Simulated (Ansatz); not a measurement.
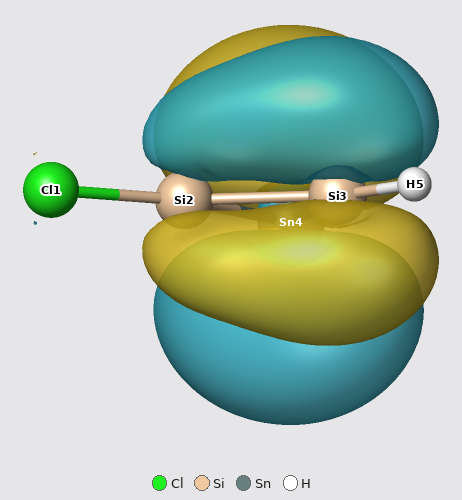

The picture shows: ClHSi2Sn (SMILES Cl[Si]1=[Sn]=[SiH]1). One frontier orbital at ±0.06 Å⁻³ᐟ² (yellow and cyan are the two phases), seen from one side.

Geometry: PBE-D3(BJ)/def2-SVP; core potentials replace the inner electrons of Sn.

These are results of isolated molecule in a Gaussian basis; Kohn-Sham density functional theory, functional PBE0 in Ansatz, not measurements.

```xyz
5

Cl   -1.6217    2.6772   -3.0353
Si   -0.6341    2.2060   -1.2550
Si    0.0956    0.5006   -0.1279
Sn    0.5120    2.8520    0.9763
H     0.2315   -1.0078   -0.0831
```

Which orbital is it: HOMO or LUMO?

Answer. The LUMO, at −2.36 eV. By Hirshfeld shares it lies mainly on Sn4 (about 65 %), Si3 (about 25 %) and Si2 (about 10 %); it changes sign across the molecular plane (π type); π-bonding across Si2–Si3; π-antibonding (a node) across Si3–Sn4.
